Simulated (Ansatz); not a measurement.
**BaTiO3 (P4mm): how ε∞ follows the gap**

The empty bands of BaTiO3 (P4mm) are shifted up rigidly by Δ, and ε∞ along x is computed for each shift. x, y and z are the Cartesian axes of the input cell.

It takes space group P4mm (No. 99, tetragonal). The conventional cell has a = 4.000 Å, b = 4.000 Å, c = 4.018 Å, α = 90.00°, β = 90.00°, γ = 90.00°. Around Ba on site a lie 12 O at 2.79 to 2.88 Å. Ti on site b is surrounded by 6 O at 1.89 to 2.13 Å. Around O on site c lie 2 Ti at 2.00 Å. Around O on site b lie 2 Ti at 1.89 to 2.13 Å.

Method: Ansatz 0.2.0, PBE, independent particles, k-mesh 6×6×6 with interpolation inside its cells, Gaussian parameter 0.1 eV.

Launch of the response step: `ansatz run input.yaml --threads 4 --pin off --max-ram 8192MiB --backend cpu --events-out ev --progress --plain --runs-dir out`. The series took 2.7 min in all, on 4 threads of Intel(R) Xeon(R) 6975P-C (Granite Rapids), with other jobs on the host.

```tsv
Δ (eV)	ε∞ along x
0.00	6.683
0.40	6.300
0.80	5.974
1.20	?
1.60	5.451
2.00	5.237
```

With one effective transition at E₀ and fixed dipole strength, ε∞ − 1 = A/(E₀ + Δ), so 1/(ε∞ − 1) is linear in Δ.

Working, on the rows shown:

| x = Δ (eV) | y = 1/(ε∞ − 1) |
| --- | --- |
| 0 | 0.175963 |
| 0.4 | 0.188679 |
| 0.8 | 0.201045 |
| 1.6 | 0.224669 |
| 2 | 0.236016 |

Means: x̄ = 0.96, ȳ = 0.20527. Σ(x − x̄)(y − ȳ) = 0.08249, Σ(x − x̄)² = 2.752. Slope = 0.08249 / 2.752 = 0.02998; intercept = ȳ − slope · x̄ = 0.1765. Turned back into ε∞ along x, the line misses the rows shown by at most 0.017.

Question: What does the fit predict for the withheld row, and how well does it do?

Answer: At x = 1.2 the line gives y = 0.21247, that is 5.707. The run gave 5.695, so the interpolation is off by 0.012, 0.8 % of the range in the table.

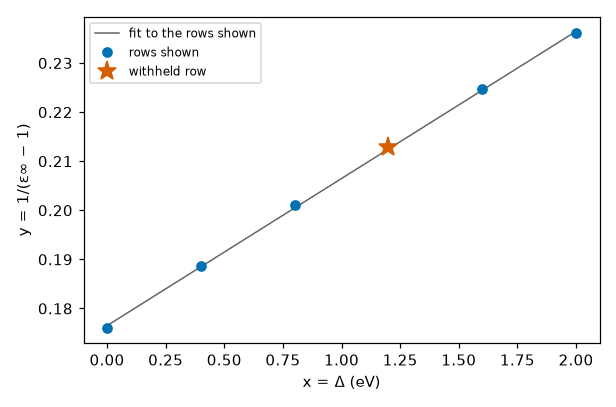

Refitted with all rows, the slope is 0.03001 and the intercept 0.17655. These give E₀ = intercept/slope = 5.9 eV, far above the least direct gap of 2.09 eV: most of the screening comes from transitions well over the edge. Over the first step ε∞ falls by 14 % per eV. The cell comes from an older database entry, whose edges can be off by a per cent or so. Excitons are left out and so are local fields; PBE gaps are as a rule too small. Spin-orbit coupling is left out.

[Logs are printed without paths, hosts, clocks, repeated set-up lines and the standing remarks that a program may print on its own settings, such as how far it seeks lower states.]
